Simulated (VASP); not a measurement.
# Run report: GeH2S, ELF calculation

GeH2S (4 atoms in the cell), computed with Kohn-Sham DFT of a periodic cell, PBE, VASP PAW PBE potentials, recommended, no spin polarisation (VASP 6.6.1).

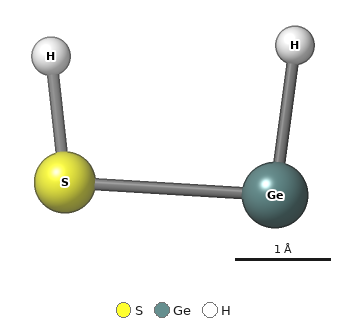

Fig. 1: The structure as given in the input (ball-and-stick view of the molecule without its box, seen on its broad side).

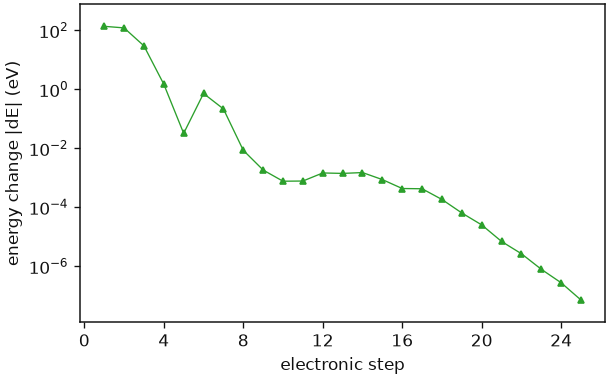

Fig. 2: Convergence of the self-consistent field: energy change |dE| against the electronic step. It takes 25 electronic steps. The density is held fixed in the first few steps, and dE rises again when its update begins.

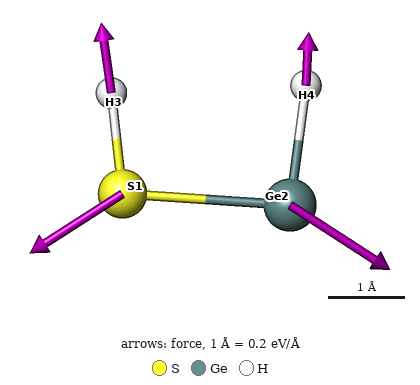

Fig. 3: Forces on the atoms as pink arrows (ball-and-stick view of the molecule without its box, seen on its broad side; atoms are numbered from 1 in the order of the input). The largest act on Ge2 (0.32 eV/Å); S1 (0.29 eV/Å); H3 (0.19 eV/Å); H4 (0.14 eV/Å). The geometry is not a stationary point of this energy.

The input that produced these results follows, with the program's output.

INCAR
```
PREC = Accurate
ENCUT = 520
EDIFF = 1E-7
ISMEAR = 0
SIGMA = 0.01
LREAL = F
LASPH = T
NELM = 80
ALGO = Normal
ISIF = 2
LWAVE = F
LCHARG = T
GGA = PE
LELF = T
```

KPOINTS
```
Automatic mesh
0
Gamma
  1 1 1
```

POSCAR
```
GeH2S
1.0
   11.0000000000      0.0000000000      0.0000000000
    0.0000000000     12.0000000000      0.0000000000
    0.0000000000      0.0000000000     11.0000000000
S Ge H
1 1 2
Direct
    0.4637227300      0.3947625000      0.5265363600
    0.4275045500      0.5564041700      0.4342363600
    0.5748590900      0.4147375000      0.5719454500
    0.5550409100      0.6087375000      0.4728000000
```

Command:
```bash
cat potpaw_PBE.64/S/POTCAR potpaw_PBE.64/Ge_d/POTCAR potpaw_PBE.64/H/POTCAR > POTCAR
mpirun -np 1 vasp_gam > vasp.out
```

OSZICAR
```
N       E                     dE             d eps       ncg     rms          rms(c)
DAV:   1     0.136766948775E+03    0.13677E+03   -0.76728E+03    38   0.899E+02
DAV:   2     0.158509801333E+02   -0.12092E+03   -0.11821E+03    44   0.194E+02
DAV:   3    -0.138917409017E+02   -0.29743E+02   -0.29728E+02    37   0.940E+01
DAV:   4    -0.153824744525E+02   -0.14907E+01   -0.14901E+01    44   0.339E+01
DAV:   5    -0.154145987880E+02   -0.32124E-01   -0.32124E-01    37   0.529E+00    0.102E+01
DAV:   6    -0.146930370078E+02    0.72156E+00   -0.11763E+00    37   0.697E+00    0.562E+00
DAV:   7    -0.144765823495E+02    0.21645E+00   -0.91996E-01    37   0.665E+00    0.138E+00
DAV:   8    -0.144680362536E+02    0.85461E-02   -0.12380E-01    37   0.325E+00    0.792E-01
DAV:   9    -0.144662075736E+02    0.18287E-02   -0.13738E-02    37   0.983E-01    0.289E-01
DAV:  10    -0.144669714639E+02   -0.76389E-03   -0.56458E-03    37   0.551E-01    0.852E-02
DAV:  11    -0.144677465095E+02   -0.77505E-03   -0.72796E-04    37   0.210E-01    0.892E-02
DAV:  12    -0.144692029458E+02   -0.14564E-02   -0.29168E-04    37   0.107E-01    0.481E-02
DAV:  13    -0.144706079212E+02   -0.14050E-02   -0.76576E-04    37   0.123E-01    0.288E-02
DAV:  14    -0.144721092302E+02   -0.15013E-02   -0.21294E-04    30   0.680E-02    0.387E-02
DAV:  15    -0.144729765775E+02   -0.86735E-03   -0.11845E-04    37   0.509E-02    0.145E-02
DAV:  16    -0.144734082341E+02   -0.43166E-03   -0.24069E-05    37   0.197E-02    0.642E-03
DAV:  17    -0.144738321478E+02   -0.42391E-03   -0.36728E-05    37   0.208E-02    0.423E-03
DAV:  18    -0.144740155691E+02   -0.18342E-03   -0.13042E-05    37   0.136E-02    0.229E-03
DAV:  19    -0.144740794893E+02   -0.63920E-04   -0.41488E-06    37   0.696E-03    0.164E-03
DAV:  20    -0.144741046707E+02   -0.25181E-04   -0.15541E-06    37   0.424E-03    0.126E-03
DAV:  21    -0.144741115818E+02   -0.69110E-05   -0.26487E-07    29   0.195E-03    0.422E-04
DAV:  22    -0.144741142309E+02   -0.26491E-05   -0.94606E-08    22   0.119E-03    0.183E-04
DAV:  23    -0.144741150173E+02   -0.78641E-06   -0.27128E-08    29   0.659E-04    0.101E-04
DAV:  24    -0.144741152913E+02   -0.27406E-06   -0.82512E-09    22   0.368E-04    0.854E-05
DAV:  25    -0.144741153624E+02   -0.71072E-07   -0.15260E-09    22   0.219E-04
   1 F= -.14474115E+02 E0= -.14474115E+02  d E =-.382977E-46
```

Parts of OUTCAR
```
PREC = Accurate
   ENCUT = 520
   EDIFF = 1E-7
   ISMEAR = 0
   LREAL = F
   LASPH = T
   NELM = 80
   ISIF = 2
   GGA = PE

 ion  position               nearest neighbor table
   1  0.464  0.395  0.527-   3 1.34   2 2.23
   2  0.428  0.556  0.434-   4 1.59   1 2.23
   3  0.575  0.415  0.572-   1 1.34
   4  0.555  0.609  0.473-   2 1.59

  LATTYP: Found a simple tetragonal cell.
 ALAT       =    11.0000000000
 C/A-ratio  =     1.0909090909

  Lattice vectors:

 A1 = ( -11.0000000000,   0.0000000000,   0.0000000000)
 A2 = (   0.0000000000,   0.0000000000,  11.0000000000)
 A3 = (   0.0000000000,  12.0000000000,   0.0000000000)

Analysis of symmetry for initial positions (statically):
=====================================================================
 Subroutine PRICEL returns:
 Original cell was already a primitive cell.

 Routine SETGRP: Setting up the symmetry group for a
 simple tetragonal supercell.

 Subroutine GETGRP returns: Found  1 space group operations
 (whereof  1 operations were pure point group operations)
 out of a pool of 16 trial point group operations.

The static configuration has the point symmetry C_1 .

Analysis of symmetry for dynamics (positions and initial velocities):
=====================================================================
 Subroutine PRICEL returns:
 Original cell was already a primitive cell.

 Routine SETGRP: Setting up the symmetry group for a
 simple tetragonal supercell.

 Subroutine GETGRP returns: Found  1 space group operations
 (whereof  1 operations were pure point group operations)
 out of a pool of 16 trial point group operations.

The dynamic configuration has the point symmetry C_1 .

 Subroutine INISYM returns: Found  1 space group operations
 (whereof  1 operations are pure point group operations),
 and found     1 'primitive' translations

----------------------------------------------------------------------------------------

                                     Primitive cell

  volume of cell :    1452.0000

  direct lattice vectors                    reciprocal lattice vectors
    11.000000000  0.000000000  0.000000000     0.090909091  0.000000000  0.000000000
     0.000000000 12.000000000  0.000000000     0.000000000  0.083333333  0.000000000
     0.000000000  0.000000000 11.000000000     0.000000000  0.000000000  0.090909091

  length of vectors
    11.000000000 12.000000000 11.000000000     0.090909091  0.083333333  0.090909091

  position of ions in fractional coordinates (direct lattice)
     0.463722730  0.394762500  0.526536360
     0.427504550  0.556404170  0.434236360
     0.574859090  0.414737500  0.571945450
     0.555040910  0.608737500  0.472800000

  ion indices of the primitive-cell ions
   primitive index   ion index
                 1           1
                 2           2
                 3           3
                 4           4

----------------------------------------------------------------------------------------

 KPOINTS: Automatic mesh

Automatic generation of k-mesh.
 Grid dimensions read from file:
 generate k-points for:    1    1    1

 Generating k-lattice:

  Cartesian coordinates                     Fractional coordinates (reciprocal lattice)
     0.090909091  0.000000000  0.000000000     1.000000000  0.000000000  0.000000000
     0.000000000  0.083333333  0.000000000     0.000000000  1.000000000  0.000000000
     0.000000000  0.000000000  0.090909091     0.000000000  0.000000000  1.000000000

  Length of vectors
     0.090909091  0.083333333  0.090909091

  Shift w.r.t. Gamma in fractional coordinates (k-lattice)
     0.000000000  0.000000000  0.000000000

 Subroutine IBZKPT returns following result:
 ===========================================

 Found      1 irreducible k-points:

 Following reciprocal coordinates:
            Coordinates               Weight
  0.000000  0.000000  0.000000      1.000000
   k-points           NKPTS =      1   k-points in BZ     NKDIM =      1   number of bands    NBANDS=     15
   number of dos      NEDOS =    301   number of ions     NIONS =      4
   total plane-waves  NPLWV = 635040
   dimension x,y,z NGX =    84 NGY =   90 NGZ =   84
   dimension x,y,z NGXF=   168 NGYF=  180 NGZF=  168
   ions per type =               1   1   2
   NGX,Y,Z   is equivalent  to a cutoff of  12.70, 12.47, 12.70 a.u.
   NGXF,Y,Z  is equivalent  to a cutoff of  25.39, 24.94, 25.39 a.u.
 SYSTEM =  unknown system
   PREC   = accura    normal or accurate (medium, high low for compatibility)
   ISTART =      0    job   : 0-new  1-cont  2-samecut
   ICHARG =      2    charge: 1-file 2-atom 10-const
   ISPIN  =      1    spin polarized calculation?
   LNONCOLLINEAR =      F non collinear calculations
   LSORBIT =      F    spin-orbit coupling
   LASPH  =      T    aspherical Exc in radial PAW
   ENCUT  =  520.0 eV  38.22 Ry    6.18 a.u.  20.45 22.31 20.45*2*pi/ulx,y,z
   NELM   =     80;   NELMIN=  2; NELMDL= -5     # of ELM steps
   EDIFF  = 0.1E-06   stopping-criterion for ELM
   LREAL  =      F    real-space projection
   EDIFFG = 0.1E-05   stopping-criterion for IOM
   NSW    =      0    number of steps for IOM
   IBRION =     -1    ionic relax: 0-MD 1-quasi-New 2-CG
   NFREE  =      0    steps in history (QN), initial steepest desc. (CG)
   ISIF   =      2    stress and relaxation
   ISYM   =      2    0-nonsym 1-usesym 2-fastsym
   POTIM  = 0.5000    time-step for ionic-motion
   TEBEG  =    0.0;   TEEND  =   0.0 temperature during run
   PSTRESS=    0.0 pullay stress
   NELECT =      22.0000    total number of electrons
   NUPDOWN=      -1.0000    fix difference up-down
   EMIN   =  10.00;   EMAX   =-10.00  energy-range for DOS
   EFERMI =   0.00;   METHOD = LEGACY
   ISMEAR =     0;   SIGMA  =   0.01  broadening in eV -4-tet -1-fermi 0-gaus
   EFERMI_NEDOS =   21; number of points for ismear=-14 and -15
   IALGO  =     38    algorithm
   IMIX   =      4    mixing-type and parameters
     AMIX     =   0.40;   BMIX     =  1.00
     AMIX_MAG =   1.60;   BMIX_MAG =  1.00
  volume/ion in A,a.u.               =     363.00      2449.64
  Fermi-wavevector in a.u.,A,eV,Ry     =   0.405098  0.765524  2.232777  0.164104
  Thomas-Fermi vector in A             =   1.357169
   LORBIT       =      0    0 simple, 1 ext, 2 COOP (PROOUT), +10 PAW based schemes
   GGA     = PE    functional components
   LHFCALC =     F    Hartree Fock is set to
   AEXX    =    0.0000 exact exchange contribution
   IVDW    =     0    specifies the selected vdW correction
   LEPSILON=     F    determine dielectric tensor
   LRPA    =     F    only Hartree local field effects (RPA)
 non-spin polarized calculation
 Gauss-broadening in eV      SIGMA  =   0.01
  energy-cutoff  :      520.00
  volume of cell :     1452.00
 maximum number of plane-waves:     19579
 NGX is ok and might be reduce to    84
   NGX = 41   NGY = 45   NGZ = 41

 number of electron      22.0000010 magnetization

 Free energy of the ion-electron system (eV)
  ---------------------------------------------------
  ext. energy  EPLUGINS =         0.00000000
  ---------------------------------------------------
  free energy    TOTEN  =       -14.47411536 eV

  energy without entropy =      -14.47411536  energy(sigma->0) =      -14.47411536

 E-fermi :  -5.7400     XC(G=0):  -0.8980     alpha+bet : -0.3414

 val. band max:       -5.8408234054   @ k =   0.0000   0.0000   0.0000
 cond. band min:      -3.0787299289   @ k =   0.0000   0.0000   0.0000
 fundamental gap:      2.7620934766
 Fermi energy:        -5.7399764132

 k-point     1 :       0.0000    0.0000    0.0000
  band No.  band energies     occupation
      1     -28.7527      2.00000
      2     -28.7023      2.00000
      3     -28.5925      2.00000
      4     -28.4982      2.00000
      5     -28.4425      2.00000
      6     -18.0237      2.00000
      7     -12.4738      2.00000
      8      -9.8962      2.00000
      9      -7.1196      2.00000
     10      -6.6626      2.00000
     11      -5.8408      2.00000
     12      -3.0787      0.00000
     13      -0.9393      0.00000
     14      -0.4782      0.00000
     15       0.0883      0.00000

------------------------ aborting loop because EDIFF is reached ----------------------------------------

  FORCE on cell =-STRESS in cart. coord.  units (eV):
  Direction    XX          YY          ZZ          XY          YZ          ZX
  --------------------------------------------------------------------------------------
  -------------------------------------------------------------------------------------
  Total        0.3812490      0.4490172      0.1477879      0.0061884     -0.2049391      0.2026154
  in kB        0.4206808      0.4954581      0.1630733      0.0068284     -0.2261355      0.2235715
  external PRESSURE =       0.3597374 kB  Pullay stress =       0.0000000 kB

 VOLUME and BASIS-vectors are now :
 -----------------------------------------------------------------------------
  energy-cutoff  :      520.00
  volume of cell :     1452.00
      direct lattice vectors                 reciprocal lattice vectors
    11.000000000  0.000000000  0.000000000     0.090909091  0.000000000  0.000000000
     0.000000000 12.000000000  0.000000000     0.000000000  0.083333333  0.000000000
     0.000000000  0.000000000 11.000000000     0.000000000  0.000000000  0.090909091

 POSITION                                       TOTAL-FORCE (eV/Angst)
 -----------------------------------------------------------------------------------
      5.10095      4.73715      5.79190        -0.113536     -0.264053      0.056155
      4.70255      6.67685      4.77660        -0.187142      0.189859     -0.172269
      6.32345      4.97685      6.29140         0.172677      0.027892      0.072635
      6.10545      7.30485      5.20080         0.128001      0.046302      0.043480
 -----------------------------------------------------------------------------------
    total drift:                                0.001840      0.000648      0.000552

  FREE ENERGIE OF THE ION-ELECTRON SYSTEM (eV)
  ---------------------------------------------------
  free  energy   TOTEN  =       -14.4741153624 eV

  energy  without entropy=      -14.4741153624  energy(sigma->0) =      -14.47411536
```

CONTCAR
```
GeH2S
   1.00000000000000
    11.0000000000000000    0.0000000000000000    0.0000000000000000
     0.0000000000000000   12.0000000000000000    0.0000000000000000
     0.0000000000000000    0.0000000000000000   11.0000000000000000
  S               Ge              H
     1     1     2
Direct
     0.4637227300000006    0.3947624999999988    0.5265363600000015
     0.4275045500000019    0.5564041700000004    0.4342363599999999
     0.5748590899999968    0.4147375000000011    0.5719454500000012
     0.5550409100000024    0.6087374999999966    0.4727999999999994

  0.00000000E+00  0.00000000E+00  0.00000000E+00
  0.00000000E+00  0.00000000E+00  0.00000000E+00
  0.00000000E+00  0.00000000E+00  0.00000000E+00
  0.00000000E+00  0.00000000E+00  0.00000000E+00
```

Key numbers

- outcome: converged
- electrons treated: 22
- free energy: −14.4741 eV
- Fermi energy of the self-consistent step: −5.740 eV
- gap on the k-point mesh: 2.76 eV
- largest force (length of the vector): 0.317 eV/Å
- hardware: 1 thread of Intel Xeon (Sapphire Rapids), 128 GiB of memory available, shared host
- wall time: 1.7 min
- peak memory: 0.98 GiB
